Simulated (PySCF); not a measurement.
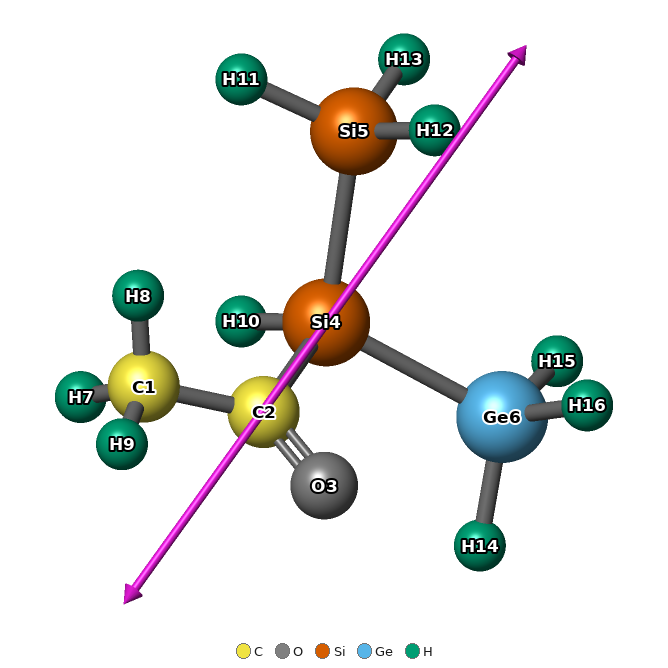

The double arrow shows the direction of the transition dipole to excited singlet state 2 (its length means nothing). Computed geometry: PBE0-D3(BJ)/def2-SVP optimisation. No frequency run is at hand to confirm it as a minimum. Level of theory: TDDFT B3LYP/def2-SVPD, vertical, IEF-PCM acetone (non-equilibrium linear response), core orbitals frozen in the response (PySCF 2.14.0).

Question: Where does the transition lie, and how strong is it?

Answer: 5.22 eV (238 nm), oscillator strength 0.025, mainly HOMO−1 → LUMO (weight 0.96); transition dipole 1.12 D.
